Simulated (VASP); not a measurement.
## Zr (Zirconium): the relaxed cell at several levels

Which functional gives the lattice of Zr (Zirconium) as experiment finds it, and is a dearer one worth its cost? The levels: LDA, PBEsol, PBE, r2SCAN, PBE + D3(BJ), r2SCAN + rVV10, r2SCAN + D4 and rev-vdW-DF2. The start is a cell from a database of measured crystal structures.

Method: LDA; plane waves and PAW (Zr_sv), in the first sound run; inputs show where later runs differ, in VASP 6.6.1.

**What experiment says.**

For Zr, hexagonal close-packed (alpha) (commercial-grade powder, deuterated, multiphase, after 286 C anneal, 300 K), “The preparation of Zr-deuteride and phase stability studies of the Zr-D system” (2017, arxiv:1701.02117) gives, by neutron powder diffraction, Rietveld: lattice constant a (a of alpha-Zr after heat treatment) 3.2349 ± 0.0003 Å [alpha-Zr in a multiphase deuterated commercial-grade powder; may contain dissolved …]; lattice constant c (c of alpha-Zr after heat treatment) 5.1512 ± 0.0001 Å [alpha-Zr in a multiphase deuterated commercial-grade powder; may contain dissolved …].

This is a report of a sequence of runs, with most program output left out.

## 1. Starting point

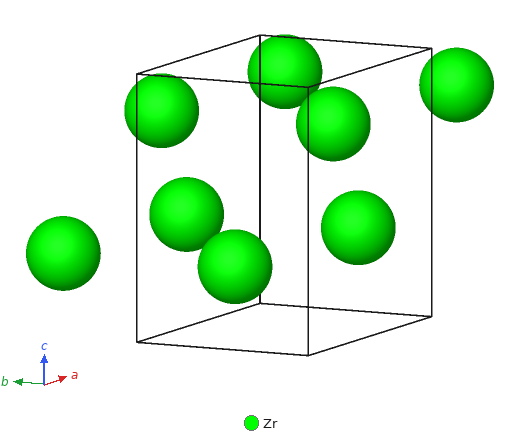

The starting structure, seen from a free direction (zirconium green). 2×2×1 cells are drawn.

As a file:

```xyz
2
Lattice="3.2320 0.0000 0.0000 -1.6160 2.7990 0.0000 0.0000 0.0000 5.1470" Properties=species:S:1:pos:R:3 pbc="T T T"
Zr    0.0000    1.8660    1.2868
Zr    1.6160    0.9330    3.8603
```

## 2. Relaxation with LDA

Properties are meant for the cell that this level of theory prefers, so cell and atoms are relaxed first (ISIF = 3) until forces and stress are small; EDIFFG sets the threshold. LDA, the lowest rung, knows the local density alone.

Input file INCAR:

```
SYSTEM = Zr
PREC = Accurate
ENCUT = 520
EDIFF = 1E-06
NELM = 100
ISMEAR = -1
SIGMA = 0.05
LREAL = .FALSE.
ALGO = Normal
GGA = CA
NBANDS = 18
LORBIT = 11
LWAVE = .FALSE.
LCHARG = .FALSE.
KPAR = 2
IBRION = 2
NSW = 60
ISIF = 3
EDIFFG = -0.01
```

Input file POSCAR:

```
Zr
1.0
    3.2320000000      0.0000000000      0.0000000000
   -1.6160000000      2.7989941050      0.0000000000
    0.0000000000      0.0000000000      5.1470000000
Zr
2
Direct
    0.3333333333      0.6666666667      0.2500000000
    0.6666666667      0.3333333333      0.7500000000
```

Input file KPOINTS:

```
Automatic mesh
0
Gamma
8 8 5
0 0 0
```

The projector-augmented-wave data sets are Zr_sv (PBE family, release 64).

Launch:

```console
$ mpirun -np 2 vasp_std
```

Wall time 14 s (2 MPI ranks of Intel Xeon 6975P-C (Granite Rapids), shared host); peak memory 0.29 GiB; 27 s of CPU time.

The k-mesh is coarse for a metal. The PAW data sets were made with PBE, though LDA sets exist; this is a small mismatch. The run keeps the 24 symmetry operations of its start, so it cannot find a distortion of lower symmetry.

The steps of the relaxation:

```csv
step,energy less that of the first step (eV),largest force (eV/Å),pressure (GPa),volume (Å³)
1,0.0000,0.0000,-5.73,46.56
2,0.0011,0.0000,7.00,41.17
3,-0.0525,0.0000,0.01,43.80
4,-0.0525,0.0000,0.13,43.74
5,-0.0544,0.0000,0.08,43.73
6,-0.0550,0.0000,0.04,43.71
7,-0.0550,0.0000,0.05,43.71
```

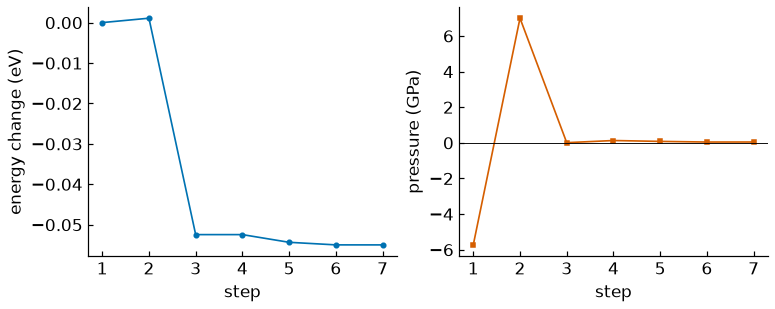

Energy and pressure along the relaxation.

```csv
"conventional cell, symmetrised",before,after,change
a (Å),3.232,3.141,-2.8 %
b (Å),3.232,3.141,-2.8 %
c (Å),5.147,5.115,-0.6 %
volume (Å³/atom),23.28,21.85,-6.1 %
```

Final coordinates:

```cif
data_structure
_symmetry_space_group_name_H-M 'P 1'
_symmetry_Int_Tables_number 1
_cell_length_a 3.1411
_cell_length_b 3.1411
_cell_length_c 5.1153
_cell_angle_alpha 90.000
_cell_angle_beta 90.000
_cell_angle_gamma 120.000
_cell_volume 43.71
loop_
_atom_site_label
_atom_site_type_symbol
_atom_site_fract_x
_atom_site_fract_y
_atom_site_fract_z
_atom_site_occupancy
Zr1 Zr 0.33333 0.66667 0.25000 1
Zr2 Zr 0.66667 0.33333 0.75000 1
```

This step gave:

```yaml
electrons: 24
bands: 18
irreducible_k_points: 30
symmetry_operations: 24
free_energy_toten: -18.67 eV
energy_at_zero_smearing: -18.66 eV
fermi_energy: 9.458 eV
pressure: 0.04527 GPa
metallic: yes
scf_cycles_over_all_ionic_steps: 51
```

It ends with forces that vanish by symmetry and a pressure of 0.05 GPa. The volume lies -6.1 % from that of the database's start, which holds the thermal and zero-point expansion of its experiment. LDA is known to overbind. The conventional cell has a = 3.141 and c = 5.115 Å.

## 3. Relaxation with PBEsol

This step: PBEsol; plane waves and PAW (Zr_sv) (VASP 6.6.1).

PBEsol restores the gradient expansion of exchange and is tuned for the cells of solids.

Edit INCAR of step 2 so:

```diff
@@ -9,3 +9,3 @@
 ALGO = Normal
-GGA = CA
+GGA = PS
 NBANDS = 18
```

POSCAR is that of step 2.

KPOINTS is that of step 2.

Launch:

```console
$ mpirun -np 2 vasp_std
```

It took 13 s on 2 MPI ranks; peak memory 0.32 GiB; 24 s of CPU time.

The PAW data sets were made with PBE, which is usual practice but a small mismatch for other functionals.

The steps of the relaxation:

```csv
step,energy less that of the first step (eV),largest force (eV/Å),pressure (GPa),volume (Å³)
1,0.0000,0.0000,-3.11,46.56
2,-0.0013,0.0000,3.42,43.58
3,-0.0159,0.0000,0.06,45.01
4,-0.0168,0.0000,0.01,45.01
5,-0.0169,0.0000,-0.02,45.02
```

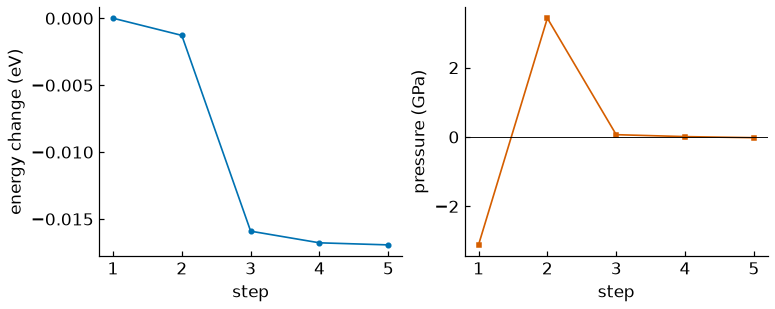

Energy and pressure along the relaxation.

```csv
"conventional cell, symmetrised",before,after,change
a (Å),3.232,3.181,-1.6 %
b (Å),3.232,3.181,-1.6 %
c (Å),5.147,5.138,-0.2 %
volume (Å³/atom),23.28,22.51,-3.3 %
```

Final coordinates:

```xyz
2
Lattice="3.1807 0.0000 0.0000 -1.5903 2.7545 0.0000 0.0000 0.0000 5.1380" Properties=species:S:1:pos:R:3 pbc="T T T"
Zr    0.0000    1.8364    1.2845
Zr    1.5903    0.9182    3.8535
```

Numbers from this step:

| Quantity | Value |
| --- | --- |
| free energy (TOTEN) | -18.17 eV |
| energy at zero smearing | -18.16 eV |
| Fermi energy | 9.257 eV |
| pressure | -0.02228 GPa |
| SCF cycles over all ionic steps | 41 |

It ends at 22.51 Å³/atom, -3.3 % from the start, with -0.02 GPa left. The conventional cell has a = 3.181 and c = 5.138 Å.

## 4. Relaxation with PBE

This step: PBE; plane waves and PAW (Zr_sv) (VASP 6.6.1).

PBE, the usual starting point, adds the gradient of the density.

Edit INCAR of step 3 so:

```diff
@@ -9,3 +9,3 @@
 ALGO = Normal
-GGA = PS
+GGA = PE
 NBANDS = 18
```

POSCAR is that of step 3.

KPOINTS is that of step 3.

Launch:

```console
$ mpirun -np 2 vasp_std
```

Wall time 10 s (2 MPI ranks); peak memory 0.32 GiB.

Step by step:

```csv
step,energy less that of the first step (eV),largest force (eV/Å),pressure (GPa),volume (Å³)
1,0.0000,0.0000,0.60,46.56
2,-0.0008,0.0000,-0.63,47.15
3,-0.0012,0.0000,-0.20,46.94
4,-0.0015,0.0000,-0.03,46.84
```

```csv
"conventional cell, symmetrised",before,after,change
a (Å),3.232,3.229,-0.1 %
b (Å),3.232,3.229,-0.1 %
c (Å),5.147,5.189,+0.8 %
volume (Å³/atom),23.28,23.42,+0.6 %
```

The relaxed structure:

```cif
data_structure
_symmetry_space_group_name_H-M 'P 1'
_symmetry_Int_Tables_number 1
_cell_length_a 3.2286
_cell_length_b 3.2286
_cell_length_c 5.1888
_cell_angle_alpha 90.000
_cell_angle_beta 90.000
_cell_angle_gamma 120.000
_cell_volume 46.84
loop_
_atom_site_label
_atom_site_type_symbol
_atom_site_fract_x
_atom_site_fract_y
_atom_site_fract_z
_atom_site_occupancy
Zr1 Zr 0.33333 0.66667 0.25000 1
Zr2 Zr 0.66667 0.33333 0.75000 1
```

It ends at 23.42 Å³/atom, +0.6 % from the start, with -0.03 GPa left. The conventional cell has a = 3.229 and c = 5.189 Å.

## 5. Relaxation with r2SCAN

This step: r2SCAN; plane waves and PAW (Zr_sv) (VASP 6.6.1).

r2SCAN adds the kinetic-energy density, costs more than a GGA and is run with LASPH.

Edit INCAR of step 4 so:

```diff
@@ -9,3 +9,4 @@
 ALGO = Normal
-GGA = PE
+METAGGA = R2SCAN
+LASPH = .TRUE.
 NBANDS = 18
```

POSCAR is that of step 4.

KPOINTS is that of step 4.

Launch:

```console
$ mpirun -np 2 vasp_std
```

Elapsed: 36 s, on 2 MPI ranks; peak memory 0.33 GiB; 70 s of CPU time.

Step by step:

```csv
step,energy less that of the first step (eV),largest force (eV/Å),pressure (GPa),volume (Å³)
1,0.0000,0.0000,1.04,46.56
2,0.0003,0.0000,-1.08,47.59
3,-0.0015,0.0000,0.01,47.05
```

```csv
"conventional cell, symmetrised",before,after,change
a (Å),3.232,3.242,+0.3 %
b (Å),3.232,3.242,+0.3 %
c (Å),5.147,5.168,+0.4 %
volume (Å³/atom),23.28,23.52,+1.0 %
```

The relaxed structure:

```xyz
2
Lattice="3.2423 0.0000 0.0000 -1.6212 2.8079 0.0000 0.0000 0.0000 5.1676" Properties=species:S:1:pos:R:3 pbc="T T T"
Zr    0.0000    1.8720    1.2919
Zr    1.6212    0.9360    3.8757
```

It ends at 23.52 Å³/atom, +1.0 % from the start, with 0.01 GPa left. The conventional cell has a = 3.242 and c = 5.168 Å.

## 6. Relaxation with PBE + D3(BJ)

This step: PBE with D3(BJ); plane waves and PAW (Zr_sv) (VASP 6.6.1).

A dispersion term adds the long-range attraction that semilocal functionals lack. D3 with Becke-Johnson damping keeps a finite attraction at short range.

Edit INCAR of step 5 so:

```diff
@@ -9,4 +9,4 @@
 ALGO = Normal
-METAGGA = R2SCAN
-LASPH = .TRUE.
+GGA = PE
+IVDW = 12
 NBANDS = 18
```

POSCAR is that of step 5.

KPOINTS is that of step 5.

Launch:

```console
$ mpirun -np 2 vasp_std
```

Run time: 14 s. Hardware: 2 MPI ranks; peak memory 0.34 GiB.

Dispersion corrections of this kind ignore metallic screening and tend to overbind metals.

It ends at 22.46 Å³/atom, -3.5 % from the start, with 0.06 GPa left. The conventional cell has a = 3.179 and c = 5.134 Å. Against plain PBE, the dispersion term moves a by -1.5 % and c by -1.1 %.

## 7. Relaxation with r2SCAN + rVV10

This step: r2SCAN with rVV10; plane waves and PAW (Zr_sv) (VASP 6.6.1).

LUSE_VDW switches on a nonlocal correlation term for dispersion.

Edit INCAR of step 6 so:

```diff
@@ -9,4 +9,8 @@
 ALGO = Normal
-GGA = PE
-IVDW = 12
+METAGGA = R2SCAN
+LUSE_VDW = .TRUE.
+IVDW_NL = 2
+BPARAM = 11.95
+CPARAM = 0.0093
+LASPH = .TRUE.
 NBANDS = 18
```

POSCAR is that of step 6.

KPOINTS is that of step 6.

Launch:

```console
$ mpirun -np 2 vasp_std
```

It took 72 s on 2 MPI ranks; peak memory 0.53 GiB.

It ends at 23.33 Å³/atom, +0.2 % from the start, with -0.02 GPa left. The conventional cell has a = 3.234 and c = 5.153 Å. Against plain r2SCAN, the dispersion term moves a by -0.3 % and c by -0.3 %.

## 8. Relaxation with r2SCAN + D4

This step: r2SCAN with D4; plane waves and PAW (Zr_sv) (VASP 6.6.1).

D4 lets the coefficients depend on atomic charges too.

Edit INCAR of step 7 so:

```diff
@@ -10,6 +10,7 @@
 METAGGA = R2SCAN
-LUSE_VDW = .TRUE.
-IVDW_NL = 2
-BPARAM = 11.95
-CPARAM = 0.0093
+IVDW = 13
+VDW_S6 = 1
+VDW_S8 = 0.6018749
+VDW_A1 = 0.51559235
+VDW_A2 = 5.77342911
 LASPH = .TRUE.
```

POSCAR is that of step 7.

KPOINTS is that of step 7.

Launch:

```console
$ mpirun -np 2 vasp_std
```

Elapsed: 33 s, on 2 MPI ranks; peak memory 0.33 GiB.

It ends at 23.42 Å³/atom, +0.6 % from the start, with 0.00 GPa left. The conventional cell has a = 3.238 and c = 5.160 Å. Against plain r2SCAN, the dispersion term moves a by -0.1 % and c by -0.1 %.

## 9. Relaxation with rev-vdW-DF2

This step: rev-vdW-DF2; plane waves and PAW (Zr_sv) (VASP 6.6.1).

rev-vdW-DF2 revises the exchange of vdW-DF2 for solids.

Edit INCAR of step 8 so:

```diff
@@ -9,8 +9,8 @@
 ALGO = Normal
-METAGGA = R2SCAN
-IVDW = 13
-VDW_S6 = 1
-VDW_S8 = 0.6018749
-VDW_A1 = 0.51559235
-VDW_A2 = 5.77342911
+GGA = MK
+AGGAC = 0
+LUSE_VDW = .TRUE.
+PARAM1 = 0.1234
+PARAM2 = 0.711357
+ZAB_VDW = -1.8867
 LASPH = .TRUE.
```

POSCAR is that of step 8.

KPOINTS is that of step 8.

Launch:

```console
$ mpirun -np 2 vasp_std
```

It took 84 s on 2 MPI ranks; peak memory 0.65 GiB.

It ends at 22.89 Å³/atom, -1.7 % from the start, with 0.01 GPa left. The conventional cell has a = 3.200 and c = 5.164 Å.

## 10. The cells as a table

This step: relaxed cells at several levels; plane waves and PAW (VASP 6.6.1).

Derived from the runs above.

Lengths are those of the conventional cell; cost is the wall time of each run, as given at its step, times its ranks, without the set-up around it. Results by level, by row:

```csv
level,volume (Å³/atom),change from the start (%),a (Å),c (Å),cost (core minutes)
LDA,21.85,-6.1,3.141,5.115,0.473
PBEsol,22.51,-3.3,3.181,5.138,0.42
PBE,23.42,0.6,3.229,5.189,0.347
r2SCAN,23.52,1,3.242,5.168,1.2
PBE + D3(BJ),22.46,-3.5,3.179,5.134,0.48
r2SCAN + rVV10,23.33,0.2,3.234,5.153,2.4
r2SCAN + D4,23.42,0.6,3.238,5.16,1.1
rev-vdW-DF2,22.89,-1.7,3.2,5.164,2.8
```

## 11. Summary of results

| Item | Value |
| --- | --- |
| volume, LDA | 21.85 Å³/atom |
| volume, PBEsol | 22.51 Å³/atom |
| volume, PBE | 23.42 Å³/atom |
| volume, r2SCAN | 23.52 Å³/atom |
| volume, PBE + D3(BJ) | 22.46 Å³/atom |
| volume, r2SCAN + rVV10 | 23.33 Å³/atom |
| volume, r2SCAN + D4 | 23.42 Å³/atom |
| volume, rev-vdW-DF2 | 22.89 Å³/atom |

In words: For Zr (Zirconium) the levels give volumes between 21.85 Å³/atom (LDA) and 23.52 Å³/atom (r2SCAN), a spread of 7.6 %, while the cost of the finished runs spans a factor of 8.1. Within 1 % of experiment on every length: PBE, r2SCAN, r2SCAN + rVV10 and r2SCAN + D4. The nearest, r2SCAN + rVV10, took 6.9 times the core time of PBE and lowers the largest miss from 0.73 to 0.04 %. Thermal and zero-point expansion, often some tenths of a per cent in length, bear on this order: with the measured lengths lowered by an assumed 0.4 % the nearest is still r2SCAN + rVV10. The costs hold the number of ionic steps as well as the price of the functional. The closing table has room for seven levels; rev-vdW-DF2 stands in the table of levels alone. Adding D3(BJ) to PBE changes the volume by -4.1 % (a by -1.5 % and c by -1.1 %). Adding rVV10 to r2SCAN changes the volume by -0.8 % (a by -0.3 % and c by -0.3 %). Adding D4 to r2SCAN changes the volume by -0.4 % (a by -0.1 % and c by -0.1 %). Pairwise corrections of the D and TS kind ignore the screening in a metal, so they may overbind here. Within 0.02 Å all end in space group P6_3/mmc; the runs can't lower the symmetry of the start. The k-sampling is coarse for a metal, so the Fermi level, pressures and the shape of the cell carry errors. Each is a single relaxation on the plane waves of the start cell, so larger changes of volume carry a basis-set error that was not tested here.

Comparison with the measured values:

```
              quantity  measured             LDA          PBEsol             PBE          r2SCAN    PBE + D3(BJ)  r2SCAN + rVV10     r2SCAN + D4
lattice constant a (Å)    3.2349  3.141 (-2.9 %)  3.181 (-1.7 %)  3.229 (-0.2 %)  3.242 (+0.2 %)  3.179 (-1.7 %)  3.234 (-0.0 %)  3.238 (+0.1 %)
lattice constant c (Å)    5.1512  5.115 (-0.7 %)  5.138 (-0.3 %)  5.189 (+0.7 %)  5.168 (+0.3 %)  5.134 (-0.3 %)  5.153 (+0.0 %)  5.160 (+0.2 %)
```

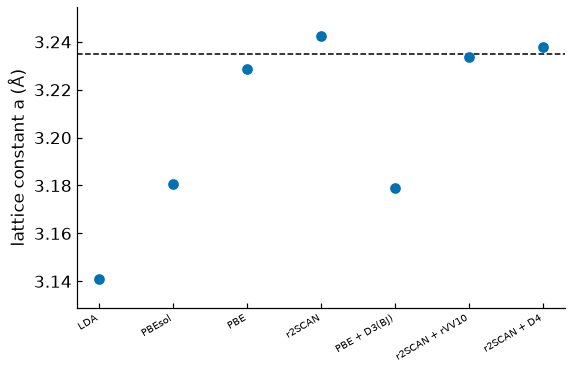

The lattice constant a by level; the dashed line is the measured value.

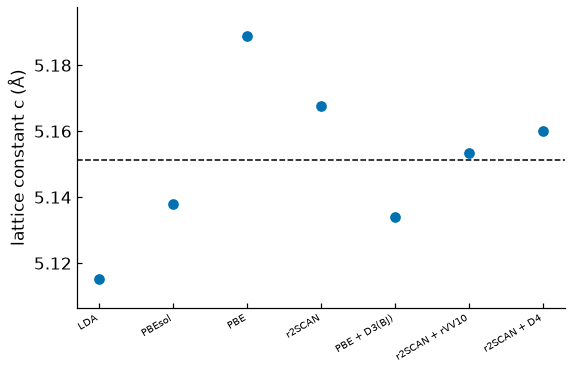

The lattice constant c by level; the dashed line is the measured value.

Measured values from arxiv:1701.02117 (2017).

Verdict: For the lattice constant a, of the levels listed nearest comes r2SCAN + rVV10 (-0.0 %, good agreement) and farthest LDA (-2.9 %, a clear miss). For the lattice constant c, of the levels listed nearest comes r2SCAN + rVV10 (+0.0 %, good agreement) and farthest PBE (+0.7 %, good agreement). The grades are ours: good and fair within 0.7 and 1.5 % for the lattice constant a and 0.8 and 2 % for the lattice constant c. Zero-point motion and thermal expansion (measured at up to 300 K) are not in the computed lattice constants.

[Lines on the potential files, build, host, timing and source positions are cut from VASP's logs without a mark.]

[Logs are printed without paths, hosts, clocks, repeated set-up lines and the standing remarks that a program may print on its own settings, such as how far it seeks lower states.]

[Hosts, paths, dates, database ids (printed as entryN), source tags and the programs' standing remarks are cut or masked in the printed files.]

[Measured values are set beside computed ones only where the two were judged alike; some that the calculation misses by far are left out.]
